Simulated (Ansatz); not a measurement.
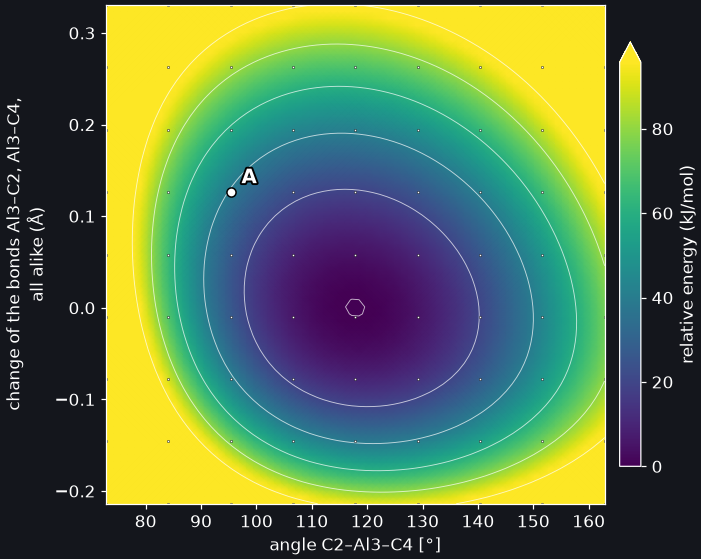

C3H4Al, SMILES C#[C][Al][CH3], spin multiplicity 2. First axis: angle C2–Al3–C4. Second axis: change of the bonds Al3–C2, Al3–C4, all alike. Nothing is relaxed (all other coordinates rigid). The scan uses a 9 × 9 grid. Points are written as (first, second). Energies: kJ/mol, counted from the lowest grid point. Theory: Ansatz, UKS PBE0-D4/def2-SVP.

In the figure: a smooth colour map with a few white contour lines, dots at the grid points, one colour for all values above the top of the scale, the point A. Between grid points the surface is interpolated.

Is A at rest? If not, where is it pushed?

Answer. A, at (95.4°, 0.126 Å), is not a stationary point. The computed force is 2.1 kJ/mol for each degree towards larger values of angle C2–Al3–C4 and 230 kJ/mol for each Å towards smaller values of the second coordinate.
